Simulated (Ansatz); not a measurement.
## ZrSi2: response to strain

Consider ZrSi$_{2}$ (space group Cmcm, No. 63; a = 3.705 Å, b = 14.795 Å, c = 3.679 Å). Axes: x, y, z lie along a, b, c of the conventional cell.

Strains are applied to the cell and any free atomic positions relax; under biaxial strain the out-of-plane vector relaxes too.

All numbers come from PBE (Ansatz, a first-principles code), no spin-orbit coupling, earlier PAW set.

Notes on the quantities. energy relative to the base: free energy F.

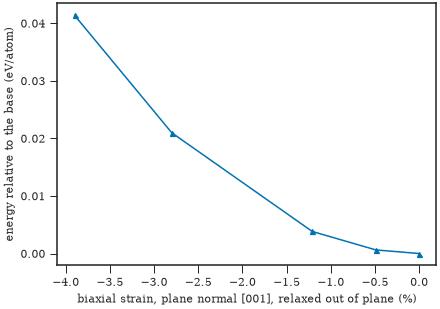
*Energy relative to the base against biaxial strain, plane normal [001], relaxed out of plane*

```csv
"biaxial strain, plane normal [001], relaxed out of plane (%)",energy relative to the base
-3.9,+41 meV/atom
-2.8,+21 meV/atom
-1.21,+3.8 meV/atom
-0.49,+0.6 meV/atom
```

Without a gap, meshes like the base's 13×13×13 leave anisotropic stresses uncertain by several tenths of a GPa, and small strain energies with them. Whether these cells are dynamically stable was not tested. All final runs are without spin polarisation.
